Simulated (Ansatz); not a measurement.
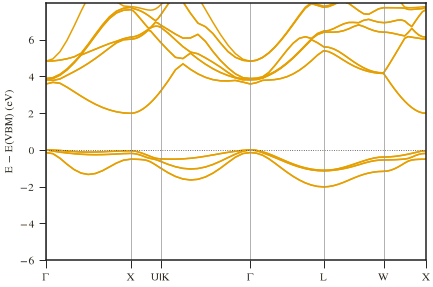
*Band structure from PBEsol with spin–orbit coupling (plane waves, PAW; program Ansatz)*

### Question
Read off the gap and where the band edges lie.

### Answer
About 2.0 eV (1.99 eV by a search for the band edges); maximum at Γ, minimum at X.

The material is BaS (rock salt, Fm-3m).

The cell was relaxed with PBEsol under the symmetry of its start.

Potentials: the later of the program's two PAW sets.
